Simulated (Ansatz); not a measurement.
Take BN in the wurtzite structure (space group P6_3mc, No. 186; a = 2.5232 Å, c = 4.1751 Å) as the base. Axes: x lies along a and z along c of the hexagonal cell.

One thing is altered: the cell is compressed by 1.80 % along z with no lateral relaxation, atoms relaxed at fixed cell.

Calculations: plane-wave PAW DFT at the LDA level (Ansatz, an electronic-structure program, 420 eV), no spin-orbit coupling.

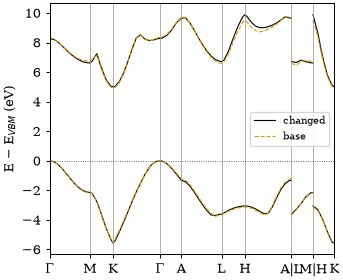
Fig. 1. Highest valence and lowest conduction band along the path, each from its own valence-band maximum

The gap is 5.00 eV, indirect, Γ → K; the base has 4.93 eV.

The cells carry an imposed strain or load. Whether these cells are dynamically stable was not tested.
